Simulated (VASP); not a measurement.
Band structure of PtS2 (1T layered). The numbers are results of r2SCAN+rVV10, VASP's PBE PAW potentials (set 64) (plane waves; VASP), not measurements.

Unless said otherwise, spin-orbit coupling is left out, though it shifts the bands of the heavy elements here.

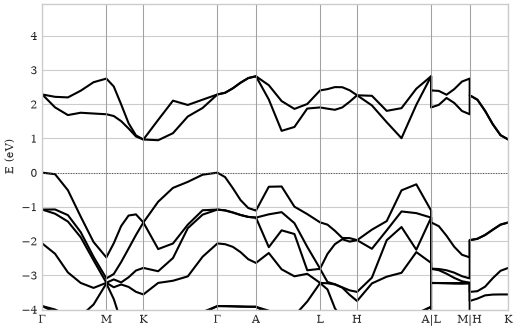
Figure. Bands along high-symmetry lines, zero at the valence-band maximum or, without a gap, the Fermi level

Question: Read the plot: is there a gap, and where are the band edges?

Answer: The gap is indirect, 0.93 eV, from the valence maximum at Γ to the conduction minimum at (0.00, 0.25, 0.40).

The compound is PtS2 in the 1T layered structure. It was relaxed first.
